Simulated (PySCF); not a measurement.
C$_{3}$H$_{3}$BrO, SMILES `O=C=CCBr`.

PySCF calculation, PBE/def2-SVPD, gas phase; geometry: GFN2-xTB. No frequency check shows the geometry to be a minimum. GFN2-xTB bond lengths at metals and heavier atoms can be off by up to 0.1 Å and shapes distorted, which carries into these values.

The calculation's input:

```python
import numpy as np
from pyscf import gto, scf, dft
from pyscf.scf import atom_ks, atom_hf
from scipy.linalg import block_diag

def solve(mol, dm0=None, hcore=None):
    mf = (dft.UKS if mol.spin else dft.RKS)(mol, xc='pbe')
    mf.grids.level = 3
    mf = mf.density_fit(auxbasis='def2-universal-jkfit')
    mf.conv_tol, mf.max_cycle = 1e-8, 80
    if hcore is not None:
        mf.get_hcore = lambda *args: hcore
    mf.kernel(dm0)
    if not mf.converged:
        mf = mf.newton().run(mf.mo_coeff, mf.mo_occ, max_cycle=30)
    assert mf.converged, 'SCF not converged'
    return mf

mol = gto.M(atom='''
O     -3.23576     0.68261     0.18228
C     -2.30779     0.05815    -0.11866
C     -1.30272    -0.69795    -0.44527
C     -0.13726    -0.94555     0.43367
Br     1.42121     0.22320    -0.02912
H     -1.26417    -1.07772    -1.45456
H     -0.34964    -0.72572     1.47675
H      0.24403    -1.95733     0.32024
''', basis='def2-svpd', charge=0, spin=0, verbose=4)
mf = solve(mol)
out = dict(e0=mf.e_tot, dm0=mf.make_rdm1(), c=mf.mo_coeff, occ=mf.mo_occ, eps=mf.mo_energy)
for name, dq, spin in [('cation', 1, 1), ('anion', -1, 1)]:
    ion = mol.copy().set(charge=mol.charge + dq, spin=spin).build()
    mi = solve(ion)
    if spin and dq > 0 and mol.nao < 130:
        c, _, stable, _ = mi.stability(return_status=True)
        if not stable:
            mi = solve(ion, mi.make_rdm1(c, mi.mo_occ))
    print(name, 'vertical energy change / eV', (mi.e_tot - mf.e_tot) * 27.211386)
    out.update({'e_' + name: mi.e_tot, 'dm_' + name: mi.make_rdm1(), 's2_' + name: mi.spin_square()[0], 'eps_' + name: mi.mo_energy, 'occ_' + name: mi.mo_occ})
# spherically averaged free atoms, for the promolecule
atm = atom_ks.get_atm_nrks(mol, xc='pbe')
pro = block_diag(*[(atm[a[0]][2] * atm[a[0]][3]) @ atm[a[0]][2].T for a in mol._atom])
np.savez('result.npz', pro=pro, **out)
```

Run with:

```sh
OMP_NUM_THREADS=1 python input.py
```

The run took 93 s on 1 thread of Intel(R) Xeon(R) Platinum 8488C (Sapphire Rapids), on a shared host, peak memory 0.57 GiB.

Partitions, critical points and surface values were worked out afterwards from this run's density.

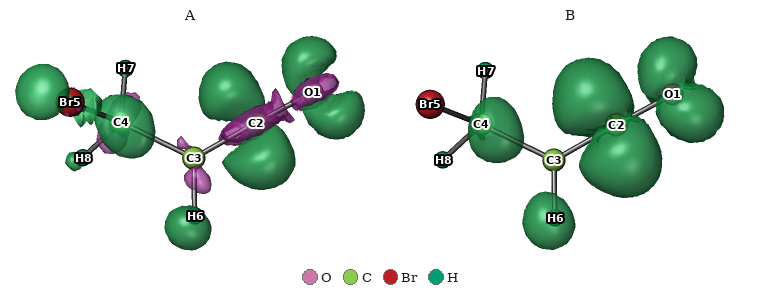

The Fukui function f⁺ from two separate SCF calculations and the density of the LUMO, at ±0.03 e/Å³ (green positive, purple negative).

**Which panel is which, and how good is the frozen-orbital picture?**

A is f⁺ (it has negative regions), B the LUMO density. The LUMO lies on C2 (41 %), O1 (28 %) and C3 (11 %); f⁺ (Hirshfeld-condensed) is largest on Br5 (0.30) and O1 (0.17); the vertical electron affinity is −0.10 eV (the stability of the anion's solution wasn't checked; negative: at this level and geometry the extra electron isn't bound, and the finite basis holds it). Relaxation shifts 39 % of the electron between atoms. The orbital energy is −2.75 eV.
